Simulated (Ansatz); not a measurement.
# CH5NO2Si (SMILES NC1O[SiH2]O1): what the fields show

Input

```
crystal:
  periodic: [false, false, false]
  atoms:
    - { symbol: "N", position_ang: [-0.5851, 1.0242, 1.3346] }
    - { symbol: C, position_ang: [0.3146, 0.4531, 0.4306] }
    - { symbol: O, position_ang: [0.2698, -0.9838, 0.5504] }
    - { symbol: Si, position_ang: [0.3812, -1.1203, -1.0787] }
    - { symbol: O, position_ang: [-0.1974, 0.4223, -0.9383] }
    - { symbol: H, position_ang: [-0.1106, 1.84577, 1.87194] }
    - { symbol: H, position_ang: [-0.80996, 0.39676, 2.09137] }
    - { symbol: H, position_ang: [1.3671, 0.9067, 0.49] }
    - { symbol: H, position_ang: [-0.7539, -2.0104, -1.5343] }
    - { symbol: H, position_ang: [1.6798, -1.215, -1.6041] }
basis:
  gaussian: { orbitals: "6-31G*" }
hamiltonian:
  xc: pbe0
  dispersion: d4
relax:
  f_tol: 0.015
  max_steps: 40
output:
  orbitals: {}
```

Launched as:

```sh
ansatz run input.yaml --threads 1 --pin off --max-ram 2048MiB --backend cpu --events-out ev --progress --plain --runs-dir out
```

The fields are those of the relaxed geometry.

All numbers below come from RKS PBE0-D4/6-31G* (Ansatz).

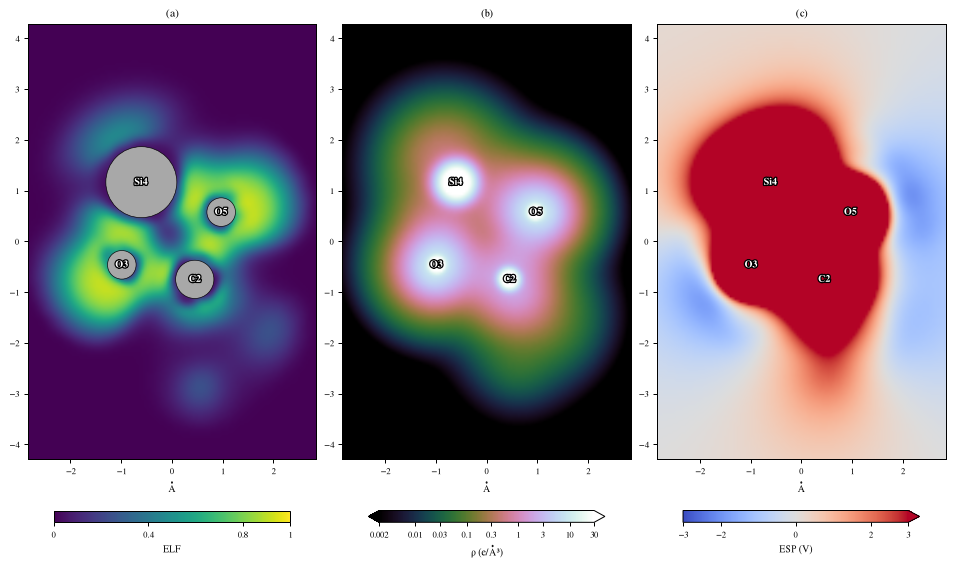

Figure 1. (a) ELF; (b) electron density; (c) electrostatic potential on the plane of atoms C2, O3 and Si4. Grey discs cover the atomic cores in the ELF map.

Q: Read the bonding off the picture.

A:
- The plane passes through C, O and Si nuclei.
- C–O (1.43 Å): ρ at the midpoint is about 2 e/Å³, with its minimum of 1.8 e/Å³ about 0.5 Å from C; the ELF peaks at about 0.90 between the atoms: a shared but strongly polarised pair.
- Si–O (1.67 Å): ρ at the midpoint is about 1.1 e/Å³; the ELF peaks at about 0.85 between the atoms; a polar covalent bond.
- The ELF also peaks beside O3 and O5, away from the bonds: lone-pair regions.
- Outside the dense part of the molecule the potential is most negative (−2.0 V) near O5.

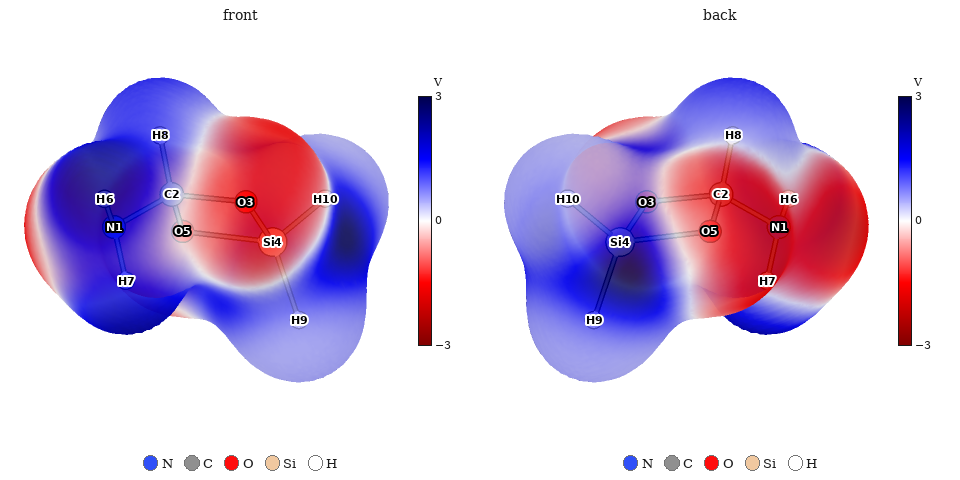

Figure 2. The electrostatic potential painted on the density surface at 0.004 e/bohr³, seen from the front and from behind; the colour scale runs from red (negative) to blue (positive).

Q: Where is the surface potential most negative and most positive?

A: The most negative region (about −2.0 V) lies over N1, the most positive (about +2.9 V) over Si4. N1 is the likeliest acceptor of a hydrogen bond.

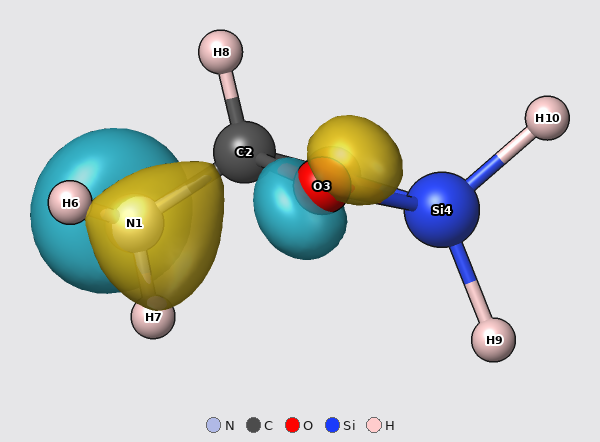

Figure 3. The HOMO at ±0.2 Å⁻³ᐟ² (yellow and cyan are the two phases), seen across its widest extent.

Q: What is the character of this orbital?

A: Its weight (Hirshfeld) is mainly on N1 (about 60 %), O3 (about 15 %) and C2 (about 5 %). Its energy is −7.57 eV.
